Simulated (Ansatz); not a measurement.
H₁₀O₁₂Si₄ (SMILES [SiH](O[Si](O)(O)O)(O[Si](O)(O)O)O[Si](O)(O)O)

Input file:

```
crystal:
  periodic: [false, false, false]
  atoms:
    - { symbol: Si, position_ang: [-1.140344, 0.806056, 0.162989] }
    - { symbol: O, position_ang: [-1.945578, 2.279704, -0.234032] }
    - { symbol: Si, position_ang: [-0.883045, 3.204517, -1.232073] }
    - { symbol: O, position_ang: [-0.502736, 2.342161, -2.669281] }
    - { symbol: O, position_ang: [-1.661245, 4.674921, -1.655436] }
    - { symbol: O, position_ang: [0.565886, 3.570097, -0.384024] }
    - { symbol: O, position_ang: [-2.003348, -0.019433, 1.41204] }
    - { symbol: Si, position_ang: [-3.579391, -0.418635, 0.825822] }
    - { symbol: O, position_ang: [-4.435264, 1.001309, 0.374368] }
    - { symbol: O, position_ang: [-3.471059, -1.476748, -0.523567] }
    - { symbol: O, position_ang: [-4.444768, -1.209843, 2.07966] }
    - { symbol: O, position_ang: [-1.011207, -0.188261, -1.243503] }
    - { symbol: Si, position_ang: [0.254051, -1.327679, -0.96758] }
    - { symbol: O, position_ang: [0.31067, -2.417111, -2.292505] }
    - { symbol: O, position_ang: [1.76496, -0.514085, -0.854035] }
    - { symbol: O, position_ang: [-0.045816, -2.2209, 0.47117] }
    - { symbol: H, position_ang: [0.192073, 1.128458, 0.703515] }
    - { symbol: H, position_ang: [-1.380779, 2.130078, -3.07524] }
    - { symbol: H, position_ang: [-2.512103, 4.39605, -2.078525] }
    - { symbol: H, position_ang: [0.264603, 4.024614, 0.442615] }
    - { symbol: H, position_ang: [-4.468941, 1.546863, 1.200169] }
    - { symbol: H, position_ang: [-3.001403, -2.277019, -0.177687] }
    - { symbol: H, position_ang: [-5.329233, -1.414048, 1.683797] }
    - { symbol: H, position_ang: [0.45697, -1.840767, -3.084427] }
    - { symbol: H, position_ang: [2.01652, -0.568504, 0.102119] }
    - { symbol: H, position_ang: [0.689668, -2.882456, 0.514472] }
basis:
  gaussian: { orbitals: def2-TZVP }
hamiltonian:
  xc: pbe
relax:
  f_tol: 0.004
  max_steps: 200
output:
  orbitals: {}
```

Command:

```sh
ansatz run input.yaml --threads 4 --pin off --max-ram 10240MiB --backend cpu --events-out ev --progress --plain --runs-dir out
```

The fields are those of the relaxed geometry.

Theory: Ansatz 0.2.0, DFT PBE, Gaussian basis def2-TZVP.

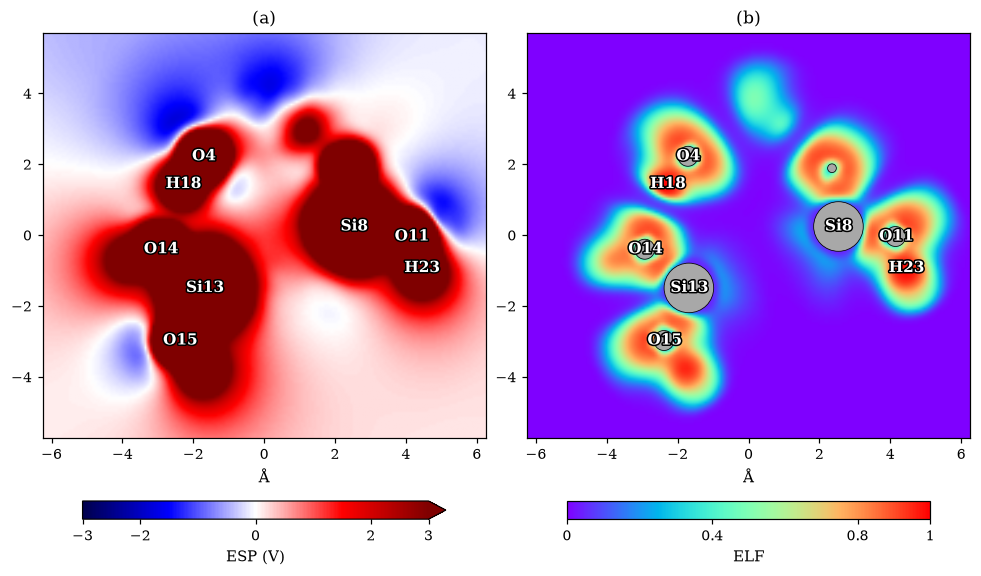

Figure 1. (a) molecular electrostatic potential; (b) electron localisation function on the plane of atoms O14, Si13 and O15. Grey discs cover the atomic cores in the ELF map.

What does the map show?

Answer. Atoms in the plane: O, Si and H.
Si–O (1.64 Å): the ELF peaks at about 0.90 between the atoms: a polar covalent bond.
O–H (0.98 Å): the ELF climbs to about 1 towards the hydrogen, as it does in any bond to H: a covalent bond by its length.

The ELF also peaks beside O15, O11, O9 and O4, away from the bonds: lone-pair regions.
Outside the dense part of the molecule the potential is most negative (−1.8 V) near O4.

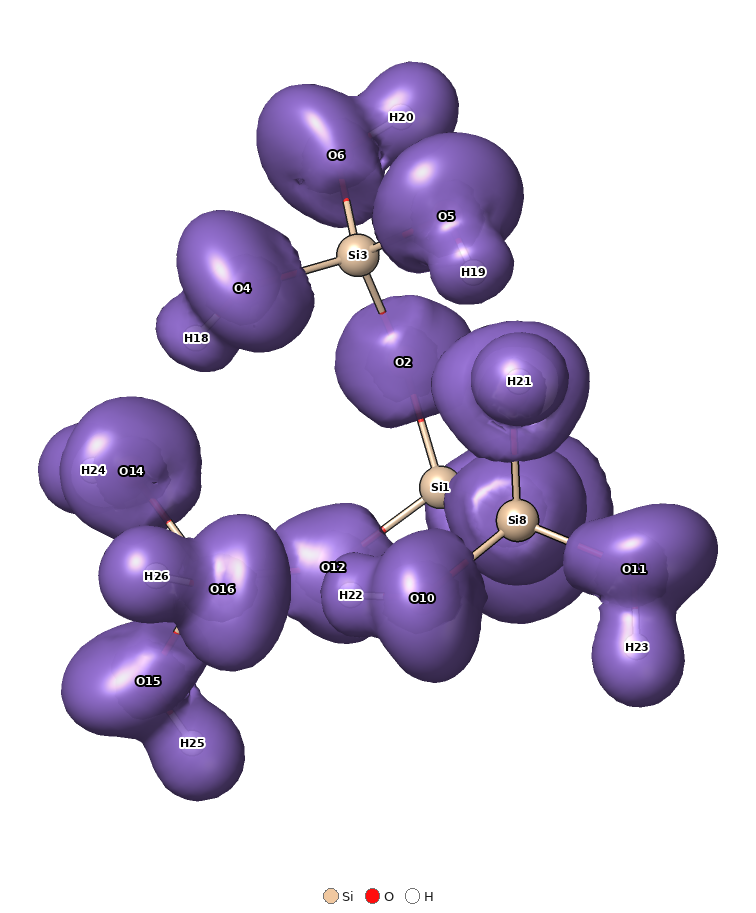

Figure 2. Isosurface of the ELF at 0.75 (purple), seen at a tilt. Core shells and regions of very low density are left out.

What do the ELF domains correspond to?

Answer. The ELF exceeds this value in one region around a hydrogen nucleus, one region on O in which the atom's valence shell and bonds are merged, two regions wrapped around O (its lone pairs, merged into a ring or cap) and nine joined regions spread over several atoms (H, O), in which their bonds and any lone pairs are merged. Along the contacts the grid gives the following. Si–O (1.62 Å): the ELF peaks at about 0.85 between the atoms (a polar covalent bond). O–H (0.97 Å): the ELF climbs to about 1 towards the hydrogen: an ordinary covalent bond to hydrogen.

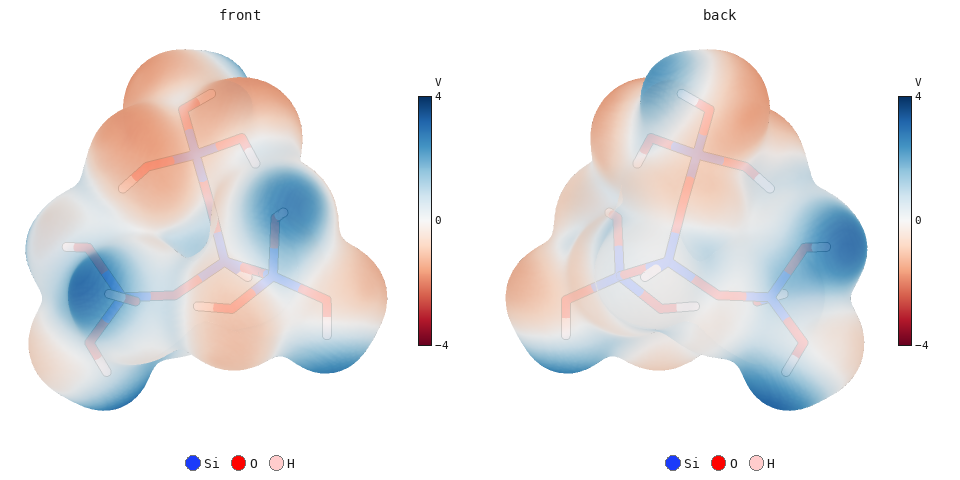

Figure 3. The molecular electrostatic potential painted on the density surface at 0.002 e/bohr³, seen from the front and from behind; red is negative and blue positive.

Which sites attract a positive test charge, and which a negative one?

Answer. A positive charge is drawn to the negative regions and a negative charge to the positive ones. The most negative region (about −1.7 V) lies over O4, O5 and O6, the most positive (about +3.1 V) over H24, H25 and H26.

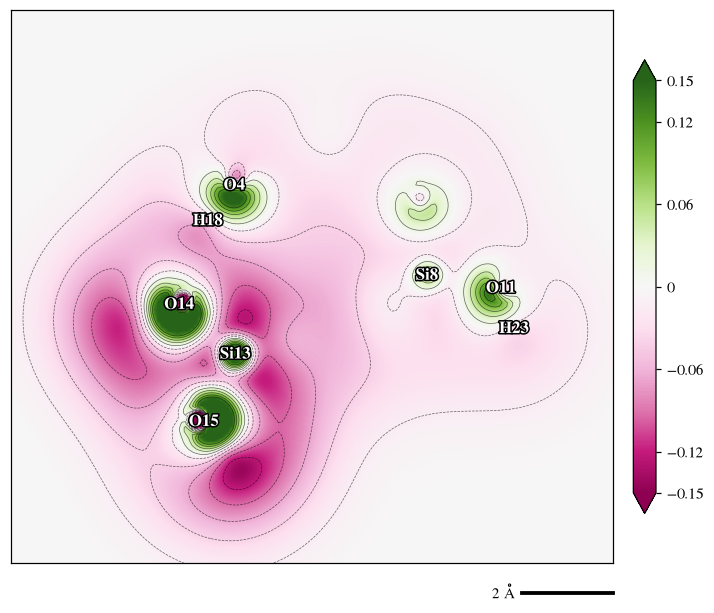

Figure 4. One frontier orbital on the plane of atoms O14, Si13 and O15 (values in Å⁻³ᐟ²; the overall sign is arbitrary).

Which orbital is it: HOMO or LUMO?

Answer. The LUMO, at −1.17 eV. It lies mainly on Si13 (about 20 %), H26 (about 10 %), H24 (about 10 %), H25 (about 10 %), O15 (about 10 %) and O14 (about 10 %).
